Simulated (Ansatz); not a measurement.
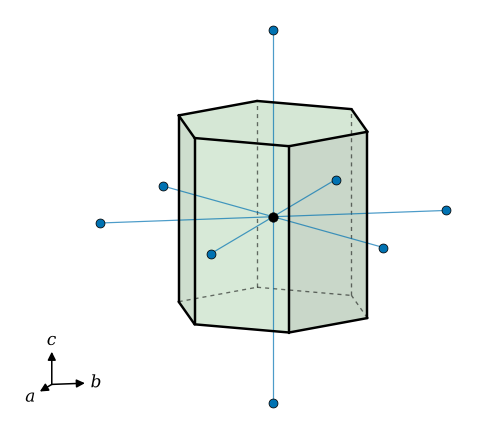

For SrHfSb₂, coordinates from a relaxation with Ansatz, DFT PBE, scalar-relativistic, plane waves, PAW; the starting structure was generated, so it need not be a known form of this composition: the Wigner–Seitz cell of the crystal's lattice, with lines to the lattice points that define its faces. The drawing is computed from the coordinates (standard cell, symmetry found to 0.002 Å).

a = 5.641 Å, b = 5.641 Å, c = 6.164 Å, α = 90.00°, β = 90.00°, γ = 120.00°; space group No. 191, P6/mmm.

> Describe the polyhedron.

A hexagonal prism: 8 faces (6 with 4 edges, 2 with 6 edges), 18 edges, 12 vertices. Its volume is that of the primitive cell, 169.8 Å³.

> Which lattice vectors do the faces bisect?

```json
{"example": "a + b", "length (Å)": "5.64", "faces": "6", "edges of each": "4", "area (Å²)": "20.1"}
{"example": "c", "length (Å)": "6.16", "faces": "2", "edges of each": "6", "area (Å²)": "27.6"}
```
